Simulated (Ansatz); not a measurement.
Nudged elastic band of WH₂Cl₃OF₃ (part 2 of 2)

Continued. System: WH₂Cl₃OF₃. Method: RKS PBE/def2-SVP (Ansatz 0.2.0). It belongs to a series of runs on one base structure; here: band between the two ends.

Geometry of the input (Å):
```
W  -0.0436  0.0627  -0.4167
F  0.1824  -0.1329  1.4557
Cl 2.2283  0.0638  -0.7072
O  -0.1240  1.9302  -0.2349
H  -0.8542  2.5483  -0.0330
F  -1.9162  0.1461  -0.1481
Cl -0.3021  -2.2305  -0.5461
F  -0.3042  0.1616  -2.2667
Cl 2.3222  -2.1598  2.8213
H  1.3503  -1.3233  2.6036
```

### What the program printed, continued
```
NEB iter  38: max|band force component| = 3.972e-2 eV/Å  barrier→ = 0.8606 eV  barrier← = 0.8756 eV  CI = image 3  Δτ_max = 0.0232 Å  (239 SCF iters)
the calculation of the forces begins
reference -49587.56311410 eV, -1822.3093327855 hartree; 51, 51 occupied and 101, 101 virtual orbitals, 1595 factors
1595 factors; their error is unknown
mean field -49587.01566926 eV, -1822.2892145589 hartree, gradient 2.1e-5 eV, S^2 0.000000; 1 other end points of the search recorded, 0 dependent functions left out
the calculation of the forces begins
reference -49587.01574157 eV, -1822.2892172162 hartree; 51, 51 occupied and 101, 101 virtual orbitals, 1595 factors
NEB iter  39: max|band force component| = 2.863e-2 eV/Å  barrier→ = 0.8606 eV  barrier← = 0.8756 eV  CI = image 3  Δτ_max = 0.0000 Å  (481 SCF iters)
```

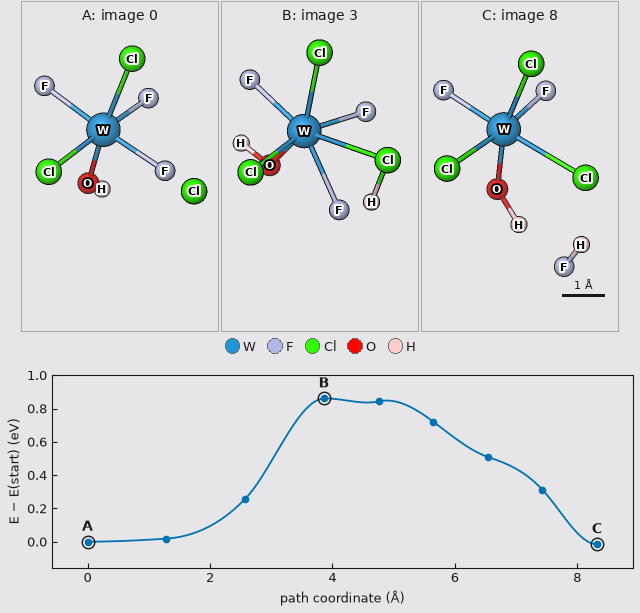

Images of the last band (counted from 0; ball-and-stick, seen at a tilt) above the energy along the path; the line is a cubic interpolation that uses the forces. The highest image is number 3, 0.861 eV above the start and 0.876 eV above the end (the climbing image); the end lies 0.015 eV below the start. The path is 8.32 Å long. The band converged in 39 iterations.

```
Total energy: -49587.01574157 eV, -1822.2892172162 hartree
Atom 0 at     0.161535    -0.158810    -0.045773 Å, force    -0.003788    -0.003162     0.001476 eV/Å
Atom 1 at     0.612539     0.502828     1.906739 Å, force    -0.002214     0.008288    -0.004368 eV/Å
Atom 2 at     2.409841     0.097200    -0.414556 Å, force     0.000992     0.001084    -0.000099 eV/Å
Atom 3 at    -0.238385     1.696046     0.043684 Å, force     0.006157     0.000049     0.014252 eV/Å
Atom 4 at    -0.570052     2.084898    -0.794224 Å, force    -0.004893     0.004287    -0.014614 eV/Å
Atom 5 at    -1.448691    -0.616662     0.790892 Å, force     0.000402     0.000805    -0.000567 eV/Å
Atom 6 at     0.070103    -2.200884    -1.190352 Å, force     0.000823    -0.000580    -0.000831 eV/Å
Atom 7 at    -0.390101     0.305578    -1.810889 Å, force    -0.001057     0.000410    -0.000620 eV/Å
Atom 8 at     1.024956    -2.023572     1.773249 Å, force     0.000279     0.013748     0.006718 eV/Å
Atom 9 at     0.907156    -0.620220     2.269029 Å, force     0.003298    -0.024930    -0.001348 eV/Å
Dipole moment:     0.021978     0.351179    -0.087606 e Å
this run last wrote the band of iteration 39 to [file]
```

### The last band as extended XYZ (Å, eV, eV/Å)
```
10
Properties=species:S:1:pos:R:3:forces:R:3 image=0 energy=-49587.87629
W    -0.0436    0.0627   -0.4167    0.0057  -0.0174  -0.0019
F     0.1824   -0.1329    1.4557   -0.0018   0.0009  -0.0007
Cl    2.2283    0.0638   -0.7072   -0.0033  -0.0020   0.0006
O    -0.1240    1.9302   -0.2349   -0.0054   0.0244   0.0049
H    -0.8542    2.5483   -0.0330    0.0078  -0.0116  -0.0029
F    -1.9162    0.1461   -0.1481   -0.0033  -0.0021  -0.0010
Cl   -0.3021   -2.2305   -0.5461   -0.0009   0.0051  -0.0008
F    -0.3042    0.1616   -2.2667   -0.0009   0.0015   0.0010
Cl    2.3222   -2.1598    2.8213    0.0040  -0.0020   0.0017
H     1.3503   -1.3233    2.6036   -0.0020   0.0033  -0.0010
10
Properties=species:S:1:pos:R:3:forces:R:3 image=1 energy=-49587.85753
W     0.0593    0.1367   -0.3489    0.0003   0.0008  -0.0075
F     0.5726    0.0625    1.4698   -0.0022  -0.0076  -0.0029
Cl    2.2690    0.3905   -0.9278   -0.0014   0.0037  -0.0076
O    -0.2531    1.9822   -0.2554    0.0017   0.0019  -0.0056
H    -0.9786    2.6045   -0.4538   -0.0073   0.0085   0.0141
F    -1.7271   -0.0863    0.2271   -0.0051   0.0117  -0.0130
Cl    0.1298   -2.1606   -0.5411    0.0009  -0.0002   0.0109
F    -0.4979    0.1964   -2.1401    0.0024  -0.0045  -0.0064
Cl    1.7088   -2.6275    2.8689    0.0092  -0.0069   0.0149
H     1.2561   -1.4321    2.6291    0.0016  -0.0073   0.0031
10
Properties=species:S:1:pos:R:3:forces:R:3 image=2 energy=-49587.61808
W     0.0774    0.0572   -0.1696   -0.0271   0.0713  -0.0451
F     0.6075    0.3307    1.6329   -0.0170  -0.0594  -0.0849
Cl    2.3207    0.2406   -0.6505   -0.0233   0.0483  -0.0588
O    -0.3065    1.9075   -0.1018   -0.0192   0.0729  -0.0519
H    -0.6879    2.3288   -0.8991   -0.0293   0.0824  -0.0446
F    -1.5425   -0.4500    0.6328   -0.0374   0.0570  -0.0701
Cl    0.1437   -2.1332   -0.9244    0.0391   0.0256   0.0873
F    -0.5566    0.3805   -1.9241   -0.0376   0.0273  -0.0458
Cl    1.3503   -2.4383    2.4054    0.0952  -0.1421   0.2213
H     1.1328   -1.1574    2.5262    0.0566  -0.1832   0.0927
10
Properties=species:S:1:pos:R:3:forces:R:3 image=3 energy=-49587.01567
W     0.1615   -0.1588   -0.0458   -0.0038  -0.0032   0.0015
F     0.6125    0.5028    1.9067   -0.0022   0.0083  -0.0044
Cl    2.4098    0.0972   -0.4146    0.0010   0.0011  -0.0001
O    -0.2384    1.6960    0.0437    0.0062   0.0000   0.0143
H    -0.5701    2.0849   -0.7942   -0.0049   0.0043  -0.0146
F    -1.4487   -0.6167    0.7909    0.0004   0.0008  -0.0006
Cl    0.0701   -2.2009   -1.1904    0.0008  -0.0006  -0.0008
F    -0.3901    0.3056   -1.8109   -0.0011   0.0004  -0.0006
Cl    1.0250   -2.0236    1.7732    0.0003   0.0137   0.0067
H     0.9072   -0.6202    2.2690    0.0033  -0.0249  -0.0013
10
Properties=species:S:1:pos:R:3:forces:R:3 image=4 energy=-49587.03319
W     0.1946   -0.3230   -0.1321    0.0139   0.0327  -0.0110
F     0.5285    0.6160    2.2774   -0.0091  -0.0160  -0.0304
Cl    2.4282    0.1032   -0.5154    0.0044  -0.0025   0.0234
O    -0.0866    1.5349    0.0952   -0.0282   0.0033  -0.0104
H    -0.4243    2.0091   -0.6942   -0.0101   0.0177  -0.0128
F    -1.4742   -0.6837    0.6453   -0.0003   0.0105   0.0202
Cl    0.2030   -2.2315   -1.4714   -0.0002   0.0024   0.0284
F    -0.5416    0.2417   -1.8126    0.0116   0.0033   0.0121
Cl    0.9538   -1.9551    1.5036    0.0008  -0.0197   0.0255
H     0.7575   -0.2452    2.6320    0.0171  -0.0317  -0.0449
10
Properties=species:S:1:pos:R:3:forces:R:3 image=5 energy=-49587.15476
W     0.1912   -0.4387   -0.3259    0.0047  -0.0386  -0.0713
F     0.5467    0.8479    2.8174    0.0147   0.0791   0.1787
Cl    2.4251   -0.0078   -0.7175   -0.0079  -0.0355  -0.0788
O    -0.0441    1.3567    0.1355    0.0133  -0.0546   0.0146
H    -0.3761    2.0728   -0.4453    0.0059   0.0208   0.0869
F    -1.5197   -0.8012    0.3667   -0.0150  -0.0404  -0.0812
Cl    0.2017   -2.3531   -1.6189   -0.0080  -0.0426  -0.0493
F    -0.4950    0.2368   -1.9702    0.0037  -0.0050  -0.0468
Cl    0.8966   -1.7688    1.4949   -0.0124   0.0616  -0.0032
H     0.7125   -0.0783    2.7911    0.0010   0.0554   0.0505
10
Properties=species:S:1:pos:R:3:forces:R:3 image=6 energy=-49587.36634
W     0.1714   -0.5162   -0.4743    0.0008   0.0005  -0.0224
F     0.6046    1.0395    3.0508   -0.0052   0.0346   0.0403
Cl    2.3729   -0.1777   -1.0833   -0.0039  -0.0203  -0.0492
O     0.0619    1.1923    0.2411    0.0053  -0.0432   0.0000
H    -0.2964    2.0899    0.1021    0.0128   0.0038   0.0910
F    -1.5871   -0.8635    0.1114   -0.0107  -0.0145  -0.0459
Cl    0.0925   -2.4929   -1.6694   -0.0006  -0.0235  -0.0066
F    -0.5099    0.2638   -2.0554    0.0060  -0.0010  -0.0176
Cl    0.8756   -1.6067    1.4752   -0.0012   0.0272   0.0031
H     0.7534    0.1379    2.8297   -0.0035   0.0363   0.0073
10
Properties=species:S:1:pos:R:3:forces:R:3 image=7 energy=-49587.56304
W     0.1343   -0.4976   -0.5801   -0.0104   0.0134  -0.0413
F     0.5746    1.1545    2.8980   -0.0472   0.0697  -0.0760
Cl    2.3274   -0.2131   -1.2414   -0.0142  -0.0011  -0.0632
O     0.0902    1.1629    0.2126    0.0051  -0.0344  -0.0496
H    -0.0553    1.8872    0.8496    0.0964  -0.0885   0.3685
F    -1.6362   -0.8009   -0.0024   -0.0157   0.0120  -0.0639
Cl    0.0514   -2.5733   -1.5903    0.0150  -0.0531   0.0435
F    -0.5265    0.2384   -2.1731    0.0010  -0.0320  -0.0607
Cl    0.8404   -1.5299    1.4334   -0.0093   0.0527  -0.0082
H     0.7386    0.2383    2.7215   -0.0208   0.0613  -0.0491
10
Properties=species:S:1:pos:R:3:forces:R:3 image=8 energy=-49587.89131
W     0.0471   -0.4255   -0.6459   -0.0063   0.0011   0.0004
F     0.6719    1.2312    2.7259    0.0029  -0.0083   0.0040
Cl    2.2195   -0.1347   -1.3765    0.0063  -0.0010  -0.0041
O     0.0755    1.1386    0.3128   -0.0003  -0.0024  -0.0019
H     0.2786    1.4144    1.2775   -0.0004   0.0001   0.0036
F    -1.7677   -0.7103   -0.2310   -0.0012  -0.0011  -0.0029
Cl    0.1080   -2.6242   -1.3709    0.0005   0.0043   0.0002
F    -0.5663    0.3014   -2.2535    0.0000  -0.0021   0.0013
Cl    0.7066   -1.3956    1.4855    0.0004  -0.0004   0.0050
H     0.7657    0.2711    2.6039   -0.0019   0.0099  -0.0057
```

### Key numbers

- outcome: converged
- barrier, forward: 0.861 eV
- barrier, backward: 0.876 eV
- wall time: 14 min (CPU time 52 min)
- peak memory: 0.29 GiB

The order of the saddle point was not checked.
